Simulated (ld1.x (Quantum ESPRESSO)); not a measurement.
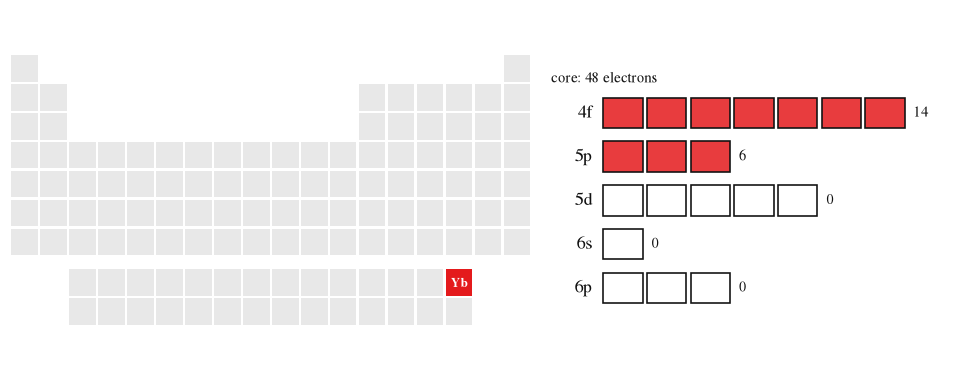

Left, the place of ytterbium in the periodic table; right, the valence shells of the reference configuration: a box for each of the 2l + 1 orbitals, shaded by the share of the shell that is filled, with the electron count at the right.

Pseudopotential generation for Yb (part 1 of 2)

Ytterbium (Yb, Z = 70), core [Kr] 4d10 5s2, reference valence 4f14 5p6 5d0 6s0 6p0 (an ion of charge +2), valence charge 22. Computed at this level: TM potential, LDA (PZ), scalar-relativistic, made with ld1.x (Quantum ESPRESSO) 7.5.

## Results in brief

- outcome: generated, with a ghost state
- cutoffs needed: over 300 Ry and over 300 Ry (the cutoffs, on a coarse ladder, from which the occupation-weighted sum of valence levels, in a spherical-Bessel basis at the reference potential, stays within 10 and 1 mRy of its value at 400 Ry); ghost states and empty shells don't enter this sum
- ghost test: ghost state below the valence levels: s at -32.5 eV (spherical-Bessel basis up to 400 Ry, 20 bohr box)
- configuration tests: 6 of 9 tests not solved
- largest excitation error among the tests solved: -219 meV (all-electron minus pseudo) for 4f13 5p6 5d1 6s2 6p0
- range over which the phases arctan(r u′/u) at the test radius agree within 0.05 rad (a looser test near the poles than one of phase shifts): s: between about -1.9 and -0.5 Ry; p: up to about -0.8 Ry; d: up to about 3.7 Ry; f: up to about 0.6 Ry
- hardware: 1 CPU thread, shared host
- wall time: 4.4 s

## Remarks

The potential has a bound ghost state, so it can't be used as it stands.

## The input
```
 &input
   title='Yb', zed=70., rel=1, dft='PZ', iswitch=3,
   config='[Xe] 4f14 5d0 6s0 6p0',
   nld=4, rlderiv=2.30, eminld=-5.0, emaxld=5.0, deld=0.02
 /
 &inputp
   pseudotype=2, tm=.true., lloc=2,
   nlcc=.true., new_core_ps=.true., rcore=0.90,
   file_pseudopw='Yb.UPF', file_wfcaegen='ae.wfc', file_wfcncgen='nc.wfc', file_beta='beta', file_chi='chi'
 /
4
6S  1  0   0.00   0.00  2.10  2.10  0.0
5P  2  1   6.00   0.00  2.00  2.00  0.0
4F  4  3  14.00   0.00  0.90  0.90  0.0
5D  3  2   0.00   0.00  1.80  1.80  0.0
 &test
   configts(1)='4f14 5p6 5d0 6s0 6p0'
 /
```

## Input of the test run
```
 &input
   title='Yb', zed=70., rel=1, dft='PZ', iswitch=2,
   config='[Xe] 4f14 5d0 6s0 6p0'
 /
 &test
   file_pseudo='Yb.UPF', nconf=10,
   configts(1)='4f14 5p6 5d0 6s0 6p0',
   configts(2)='4f14 5p6 5d0 6s2 6p0',
   configts(3)='4f14 5p6 5d0 6s1 6p0',
   configts(4)='4f13 5p6 5d0 6s0 6p0',
   configts(5)='4f14 5p6 5d0 6s0 6p1',
   configts(6)='4f13 5p6 5d1 6s2 6p0',
   configts(7)='4f12 5p6 5d0 6s0 6p0',
   configts(8)='4f14 5p6 5d1 6s0 6p0',
   configts(9)='4f14 5p6 5d0 6s1 6p0', lsdts(9)=1,
   configts(10)='4f13 5p6 5d0 6s0 6p0', lsdts(10)=1
 /
```

Run as:
```bash
ld1.x < Yb.in > Yb.out
```

## Log
```
     Program LD1 v.7.5
     --------------------------- All-electron run ----------------------------

     Yb
     scalar relativistic calculation

     atomic number is 70.00
     dft =PZ   lsd =0 sic =0 latt =0  beta=0.20 tr2=1.0E-14
     Exchange-correlation= PZ
                           (   1   1   0   0   0   0   0)
     mesh =1269 r(mesh) =  99.63413 a.u. xmin = -7.00 dx = 0.01250
     1 Ry =  13.60569312 eV, c = 137.03599908

     n l     nl                  e(Ry)          e(Ha)          e(eV)
     1 0     1S 1( 2.00)     -4498.6128     -2249.3064    -61206.7458
     2 0     2S 1( 2.00)      -763.1570      -381.5785    -10383.2795
     2 1     2P 1( 6.00)      -672.9747      -336.4874     -9156.2877
     3 0     3S 1( 2.00)      -172.8038       -86.4019     -2351.1151
     3 1     3P 1( 6.00)      -145.6233       -72.8116     -1981.3058
     4 0     4S 1( 2.00)       -34.8163       -17.4081      -473.6998
     4 1     4P 1( 6.00)       -25.8914       -12.9457      -352.2701
     3 2     3D 1(10.00)      -112.4767       -56.2384     -1530.3237
     5 0     5S 1( 2.00)        -5.1454        -2.5727       -70.0072
     5 1     5P 1( 6.00)        -3.1175        -1.5588       -42.4161
     4 2     4D 1(10.00)       -14.1460        -7.0730      -192.4657
     4 3     4F 1(14.00)        -1.3199        -0.6600       -17.9584
     5 2     5D 1( 0.00)        -0.9974        -0.4987       -13.5702
     6 0     6S 1( 0.00)        -1.1218        -0.5609       -15.2632
     6 1     6P 1( 0.00)        -0.7567        -0.3783       -10.2949

     final scf error:  2.0E-15 reached in  34 iterations

     Etot =  -28100.943053 Ry,  -14050.471527 Ha, -382332.807649 eV

     Ekin =   30620.215166 Ry,   15310.107583 Ha,  416609.250912 eV
     Encl =  -69120.777863 Ry,  -34560.388931 Ha, -940436.092025 eV
     Eh   =   10967.288148 Ry,    5483.644074 Ha,  149217.556929 eV
     Exc  =    -567.668504 Ry,    -283.834252 Ha,   -7723.523466 eV

     normalization and overlap integrals

     s(1S/1S) =  1.000000  <r> =   0.0197  <r2> =    0.0005  r(max) =   0.0125
     s(2S/2S) =  1.000000  <r> =   0.0834  <r2> =    0.0082  r(max) =   0.0708
     s(2P/2P) =  1.000000  <r> =   0.0742  <r2> =    0.0067  r(max) =   0.0572
     s(3S/3S) =  1.000000  <r> =   0.2169  <r2> =    0.0538  r(max) =   0.1997
     s(3P/3P) =  1.000000  <r> =   0.2164  <r2> =    0.0543  r(max) =   0.1972
     s(4S/4S) =  1.000000  <r> =   0.4882  <r2> =    0.2692  r(max) =   0.4557
     s(4P/4P) =  1.000000  <r> =   0.5186  <r2> =    0.3062  r(max) =   0.4790
     s(3D/3D) =  1.000000  <r> =   0.1961  <r2> =    0.0451  r(max) =   0.1595
     s(5S/5S) =  1.000000  <r> =   1.2067  <r2> =    1.6420  r(max) =   1.0661
     s(5P/5P) =  1.000000  <r> =   1.4406  <r2> =    2.3645  r(max) =   1.2386
     s(4D/4D) =  1.000000  <r> =   0.5605  <r2> =    0.3650  r(max) =   0.4912
     s(4F/4F) =  1.000000  <r> =   0.7794  <r2> =    0.8323  r(max) =   0.4851
     s(5D/5D) =  1.000000  <r> =   2.3839  <r2> =    6.6997  r(max) =   1.8711
     s(6S/6S) =  1.000000  <r> =   3.1837  <r2> =   11.3568  r(max) =   2.8264
     s(6P/6P) =  1.000000  <r> =   4.0135  <r2> =   18.1185  r(max) =   3.5841

     ------------------------ End of All-electron run ------------------------

     --------------------- Generating NC pseudopotential ---------------------

      Generating local pot.: lloc=2, matching radius rcloc =   1.8000

      Computing core charge for nlcc:

       r > 0.91 : true rho core
      Core charge pseudized with two Bessel functions
      Integrated core pseudo-charge :  17.67

      Wfc   6S  rcut= 2.120  Using Troullier-Martins method

      Wfc   5P  rcut= 2.017  Using Troullier-Martins method

      Wfc   4F  rcut= 0.906  Using Troullier-Martins method

     ------------------- End of pseudopotential generation -------------------

     --------------------------- All-electron run ----------------------------

     Yb
     scalar relativistic calculation

     atomic number is 70.00
     dft =PZ   lsd =0 sic =0 latt =0  beta=0.20 tr2=1.0E-14
     Exchange-correlation= PZ
                           (   1   1   0   0   0   0   0)
     mesh =1269 r(mesh) =  99.63413 a.u. xmin = -7.00 dx = 0.01250
     1 Ry =  13.60569312 eV, c = 137.03599908

     n l     nl                  e(Ry)          e(Ha)          e(eV)
     1 0     1S 1( 2.00)     -4498.6128     -2249.3064    -61206.7458
     2 0     2S 1( 2.00)      -763.1570      -381.5785    -10383.2795
     2 1     2P 1( 6.00)      -672.9747      -336.4874     -9156.2877
     3 0     3S 1( 2.00)      -172.8038       -86.4019     -2351.1151
     3 1     3P 1( 6.00)      -145.6233       -72.8116     -1981.3058
     4 0     4S 1( 2.00)       -34.8163       -17.4081      -473.6998
     4 1     4P 1( 6.00)       -25.8914       -12.9457      -352.2701
     3 2     3D 1(10.00)      -112.4767       -56.2384     -1530.3237
     5 0     5S 1( 2.00)        -5.1454        -2.5727       -70.0072
     5 1     5P 1( 6.00)        -3.1175        -1.5588       -42.4161
     4 2     4D 1(10.00)       -14.1460        -7.0730      -192.4657
     4 3     4F 1(14.00)        -1.3199        -0.6600       -17.9584
     5 2     5D 1( 0.00)        -0.9974        -0.4987       -13.5702
     6 0     6S 1( 0.00)        -1.1218        -0.5609       -15.2632
     6 1     6P 1( 0.00)        -0.7567        -0.3783       -10.2949

     final scf error:  2.0E-15 reached in  34 iterations

     Etot =  -28100.943053 Ry,  -14050.471527 Ha, -382332.807649 eV

     Ekin =   30620.215166 Ry,   15310.107583 Ha,  416609.250912 eV
     Encl =  -69120.777863 Ry,  -34560.388931 Ha, -940436.092025 eV
     Eh   =   10967.288148 Ry,    5483.644074 Ha,  149217.556929 eV
     Exc  =    -567.668504 Ry,    -283.834252 Ha,   -7723.523466 eV

     normalization and overlap integrals

     s(1S/1S) =  1.000000  <r> =   0.0197  <r2> =    0.0005  r(max) =   0.0125
     s(2S/2S) =  1.000000  <r> =   0.0834  <r2> =    0.0082  r(max) =   0.0708
     s(2P/2P) =  1.000000  <r> =   0.0742  <r2> =    0.0067  r(max) =   0.0572
     s(3S/3S) =  1.000000  <r> =   0.2169  <r2> =    0.0538  r(max) =   0.1997
     s(3P/3P) =  1.000000  <r> =   0.2164  <r2> =    0.0543  r(max) =   0.1972
     s(4S/4S) =  1.000000  <r> =   0.4882  <r2> =    0.2692  r(max) =   0.4557
     s(4P/4P) =  1.000000  <r> =   0.5186  <r2> =    0.3062  r(max) =   0.4790
     s(3D/3D) =  1.000000  <r> =   0.1961  <r2> =    0.0451  r(max) =   0.1595
     s(5S/5S) =  1.000000  <r> =   1.2067  <r2> =    1.6420  r(max) =   1.0661
     s(5P/5P) =  1.000000  <r> =   1.4406  <r2> =    2.3645  r(max) =   1.2386
     s(4D/4D) =  1.000000  <r> =   0.5605  <r2> =    0.3650  r(max) =   0.4912
     s(4F/4F) =  1.000000  <r> =   0.7794  <r2> =    0.8323  r(max) =   0.4851
     s(5D/5D) =  1.000000  <r> =   2.3839  <r2> =    6.6997  r(max) =   1.8711
     s(6S/6S) =  1.000000  <r> =   3.1837  <r2> =   11.3568  r(max) =   2.8264
     s(6P/6P) =  1.000000  <r> =   4.0135  <r2> =   18.1185  r(max) =   3.5841

     ------------------------ End of All-electron run ------------------------

     Computing logarithmic derivative in   2.29969
     Computing logarithmic derivative in   2.29969
     Computing the partial wave expansion
     R is outside the sphere for l=    0 j= 0.00
     R is outside the sphere for l=    1 j= 0.00
       no projector for channel:   2
     R is outside the sphere for l=    3 j= 0.00

     ---------------------- Testing the pseudopotential ----------------------

     Yb
     scalar relativistic calculation

     atomic number is 70.00   valence charge is 22.00
     dft =PZ   lsd =0 sic =0 latt =0  beta=0.20 tr2=1.0E-14
     mesh =1269 r(mesh) =  99.63413 xmin = -7.00 dx = 0.01250

     n l     nl             e AE (Ry)        e PS (Ry)    De AE-PS (Ry)
     4 3     4F   1(14.00)       -1.31992       -1.31981       -0.00010
     2 1     5P   1( 6.00)       -3.11752       -3.11753        0.00000
     3 2     5D   1( 0.00)       -0.99739       -0.99738       -0.00001
     1 0     6S   1( 0.00)       -1.12182       -1.12182       -0.00000
     3 1     6P   1( 0.00)       -0.75666       -0.78566        0.02900  !

     eps = 1.8E-15  iter = 11

     Etot =  -28100.943053 Ry,  -14050.471527 Ha, -382332.807649 eV
     Etotps =  -463.507567 Ry,    -231.753783 Ha,   -6306.341716 eV

     Ekin =     626.533812 Ry,     313.266906 Ha,    8524.426775 eV
     Encl =    -851.155133 Ry,    -425.577567 Ha,  -11580.555545 eV
     Ehrt =     381.947461 Ry,     190.973731 Ha,    5196.659945 eV
     Ecxc =    -108.562584 Ry,     -54.281292 Ha,   -1477.069202 eV
     (Ecc =     -50.565176 Ry,     -25.282588 Ha,    -687.974266 eV)
     Epseu=    -512.271123 Ry,    -256.135561 Ha,   -6969.803689 eV

     ---------------------- End of pseudopotential test ----------------------
```

## Output of the test run (extracts)
```
     ---------------------- Testing the pseudopotential ----------------------

     Yb
     scalar relativistic calculation

     atomic number is 70.00   valence charge is 22.00
     dft =PZ   lsd =0 sic =0 latt =0  beta=0.20 tr2=1.0E-14
     mesh =1269 r(mesh) =  99.63413 xmin = -7.00 dx = 0.01250

     n l     nl             e AE (Ry)        e PS (Ry)    De AE-PS (Ry)
     4 3     4F   1(14.00)       -1.31992       -1.31981       -0.00010
     2 1     5P   1( 6.00)       -3.11752       -3.11753        0.00000
     3 2     5D   1( 0.00)       -0.99739       -0.99738       -0.00001
     1 0     6S   1( 0.00)       -1.12182       -1.12182       -0.00000
     3 1     6P   1( 0.00)       -0.75666       -0.78566        0.02900  !

     eps = 1.9E-15  iter =  6

     Etot =  -28100.943053 Ry,  -14050.471527 Ha, -382332.807649 eV
     Etotps =  -463.507565 Ry,    -231.753783 Ha,   -6306.341694 eV

     Ekin =     626.533815 Ry,     313.266907 Ha,    8524.426814 eV
     Encl =    -851.155133 Ry,    -425.577566 Ha,  -11580.555535 eV
     Ehrt =     381.947461 Ry,     190.973730 Ha,    5196.659937 eV
     Ecxc =    -108.562584 Ry,     -54.281292 Ha,   -1477.069202 eV
     (Ecc =     -50.565176 Ry,     -25.282588 Ha,    -687.974266 eV)
     Epseu=    -512.271124 Ry,    -256.135562 Ha,   -6969.803708 eV

     ---------------------- End of pseudopotential test ----------------------

     ---------------------- Testing the pseudopotential ----------------------

     Yb
     scalar relativistic calculation

     atomic number is 70.00   valence charge is 22.00
     dft =PZ   lsd =0 sic =0 latt =0  beta=0.20 tr2=1.0E-14
     mesh =1269 r(mesh) =  99.63413 xmin = -7.00 dx = 0.01250

     n l     nl             e AE (Ry)        e PS (Ry)    De AE-PS (Ry)
     4 3     4F   1(14.00)       -0.23805       -0.22572       -0.01233  !
     2 1     5P   1( 6.00)       -2.02692       -2.02166       -0.00526  !
     3 2     5D   1( 0.00)       -0.06091       -0.05887       -0.00204
     1 0     6S   1( 2.00)       -0.30014       -0.29731       -0.00284
     3 1     6P   1( 0.00)       -0.08504       -0.09123        0.00619  !

     eps = 4.0E-15  iter = 20

     Etot =  -28102.355801 Ry,  -14051.177901 Ha, -382352.029062 eV
     Etotps =  -464.917746 Ry,    -232.458873 Ha,   -6325.528177 eV
     dEtot_ae =      -1.412748 Ry
     dEtot_ps =      -1.410181 Ry,   Delta E=      -0.002567 Ry

     Ekin =     623.483017 Ry,     311.741509 Ha,    8482.918599 eV
     Encl =    -875.335779 Ry,    -437.667889 Ha,  -11909.549987 eV
     Ehrt =     404.850090 Ry,     202.425045 Ha,    5508.266082 eV
     Ecxc =    -109.211127 Ry,     -54.605564 Ha,   -1485.893080 eV
     (Ecc =     -50.565176 Ry,     -25.282588 Ha,    -687.974266 eV)
     Epseu=    -508.703947 Ry,    -254.351973 Ha,   -6921.269791 eV

     ---------------------- End of pseudopotential test ----------------------

     ---------------------- Testing the pseudopotential ----------------------

     Yb
     scalar relativistic calculation

     atomic number is 70.00   valence charge is 22.00
     dft =PZ   lsd =0 sic =0 latt =0  beta=0.20 tr2=1.0E-14
     mesh =1269 r(mesh) =  99.63413 xmin = -7.00 dx = 0.01250

     n l     nl             e AE (Ry)        e PS (Ry)    De AE-PS (Ry)
     4 3     4F   1(14.00)       -0.73907       -0.73419       -0.00488
     2 1     5P   1( 6.00)       -2.53239       -2.53053       -0.00186
     3 2     5D   1( 0.00)       -0.49588       -0.49445       -0.00144
     1 0     6S   1( 1.00)       -0.70257       -0.70091       -0.00166
     3 1     6P   1( 0.00)       -0.41691       -0.43135        0.01444  !

     eps = 2.2E-15  iter = 11

     Etot =  -28101.858950 Ry,  -14050.929475 Ha, -382345.269056 eV
     Etotps =  -464.423113 Ry,    -232.211556 Ha,   -6318.798348 eV
     dEtot_ae =      -0.915897 Ry
     dEtot_ps =      -0.915547 Ry,   Delta E=      -0.000349 Ry

     Ekin =     624.886692 Ry,     312.443346 Ha,    8502.016562 eV
     Encl =    -864.112443 Ry,    -432.056221 Ha,  -11756.848718 eV
     Ehrt =     393.980513 Ry,     196.990256 Ha,    5360.377951 eV
     Ecxc =    -108.887025 Ry,     -54.443513 Ha,   -1481.483453 eV
     (Ecc =     -50.565176 Ry,     -25.282588 Ha,    -687.974266 eV)
     Epseu=    -510.290849 Ry,    -255.145424 Ha,   -6942.860692 eV

     ---------------------- End of pseudopotential test ----------------------

     ---------------------- Testing the pseudopotential ----------------------

     Yb
     scalar relativistic calculation

     atomic number is 70.00   valence charge is 22.00
     dft =PZ   lsd =0 sic =0 latt =0  beta=0.20 tr2=1.0E-14
     mesh =1269 r(mesh) =  99.63413 xmin = -7.00 dx = 0.01250

     n l     nl             e AE (Ry)        e PS (Ry)    De AE-PS (Ry)
     4 3     4F   1(13.00)       -2.67181       -2.70193        0.03013  !
     2 1     5P   1( 6.00)       -4.21782       -4.22036        0.00254
     3 2     5D   1( 0.00)       -1.85901       -1.85297       -0.00605  !
     1 0     6S   1( 0.00)       -1.78074       -1.76599       -0.01475  !
     3 1     6P   1( 0.00)       -1.31059       -1.38904        0.07844  !

     eps = 5.0E-15  iter = 14

     Etot =  -28098.963862 Ry,  -14049.481931 Ha, -382305.879375 eV
     Etotps =  -461.517406 Ry,    -230.758703 Ha,   -6279.264192 eV
     dEtot_ae =       1.979192 Ry
     dEtot_ps =       1.990160 Ry,   Delta E=      -0.010968 Ry

     Ekin =     609.390731 Ry,     304.695366 Ha,    8291.183282 eV
     Encl =    -822.043133 Ry,    -411.021566 Ha,  -11184.466598 eV
     Ehrt =     356.361224 Ry,     178.180612 Ha,    4848.541454 eV
     Ecxc =    -106.867738 Ry,     -53.433869 Ha,   -1454.009645 eV
     (Ecc =     -50.565176 Ry,     -25.282588 Ha,    -687.974266 eV)
     Epseu=    -498.358490 Ry,    -249.179245 Ha,   -6780.512686 eV

     ---------------------- End of pseudopotential test ----------------------

     ---------------------- Testing the pseudopotential ----------------------

     Yb
     scalar relativistic calculation

     atomic number is 70.00   valence charge is 22.00
     dft =PZ   lsd =0 sic =0 latt =0  beta=0.20 tr2=1.0E-14
     mesh =1269 r(mesh) =  99.63413 xmin = -7.00 dx = 0.01250

     n l     nl             e AE (Ry)        e PS (Ry)    De AE-PS (Ry)
     4 3     4F   1(14.00)       -0.84825       -0.82764       -0.02061  !
     2 1     5P   1( 6.00)       -2.64339       -2.62404       -0.01934  !
     3 2     5D   1( 0.00)       -0.57755       -0.56478       -0.01278  !
     1 0     6S   1( 0.00)       -0.76484       -0.75560       -0.00923  !
     3 1     6P   1( 1.00)       -0.47279       -0.48144        0.00865  !

     eps = 9.4E-15  iter = 15

     Etot =  -28101.570933 Ry,  -14050.785466 Ha, -382341.350387 eV
     Etotps =  -464.151763 Ry,    -232.075881 Ha,   -6315.106445 eV
     dEtot_ae =      -0.627880 Ry
     dEtot_ps =      -0.644197 Ry,   Delta E=       0.016318 Ry

     Ekin =     625.965696 Ry,     312.982848 Ha,    8516.697160 eV
     Encl =    -862.072062 Ry,    -431.036031 Ha,  -11729.087931 eV
     Ehrt =     392.036573 Ry,     196.018286 Ha,    5333.929302 eV
     Ecxc =    -108.804272 Ry,     -54.402136 Ha,   -1480.357530 eV
     (Ecc =     -50.565176 Ry,     -25.282588 Ha,    -687.974266 eV)
     Epseu=    -511.277697 Ry,    -255.638848 Ha,   -6956.287445 eV

     ---------------------- End of pseudopotential test ----------------------

     ---------------------- Testing the pseudopotential ----------------------

     Yb
     scalar relativistic calculation

     atomic number is 70.00   valence charge is 22.00
     dft =PZ   lsd =0 sic =0 latt =0  beta=0.20 tr2=1.0E-14
     mesh =1269 r(mesh) =  99.63413 xmin = -7.00 dx = 0.01250

     n l     nl             e AE (Ry)        e PS (Ry)    De AE-PS (Ry)
     4 3     4F   1(13.00)       -0.72016       -0.76676        0.04660  !
     2 1     5P   1( 6.00)       -2.28853       -2.29961        0.01108  !
     3 2     5D   1( 1.00)       -0.14926       -0.14868       -0.00059
     1 0     6S   1( 2.00)       -0.34712       -0.34842        0.00129
     3 1     6P   1( 0.00)       -0.10259       -0.11671        0.01412  !

     eps = 3.8E-15  iter = 18

     Etot =  -28101.983135 Ry,  -14050.991568 Ha, -382346.958688 eV
     Etotps =  -464.531515 Ry,    -232.265758 Ha,   -6320.273243 eV
     dEtot_ae =      -1.040082 Ry
     dEtot_ps =      -1.023950 Ry,   Delta E=      -0.016132 Ry

     Ekin =     608.846582 Ry,     304.423291 Ha,    8283.779750 eV
     Encl =    -864.983114 Ry,    -432.491557 Ha,  -11768.694809 eV
     Ehrt =     395.600280 Ry,     197.800140 Ha,    5382.416013 eV
     Ecxc =    -108.179883 Ry,     -54.089941 Ha,   -1471.862285 eV
     (Ecc =     -50.565176 Ry,     -25.282588 Ha,    -687.974266 eV)
     Epseu=    -495.815380 Ry,    -247.907690 Ha,   -6745.911912 eV
```

(Continued in part 2.)
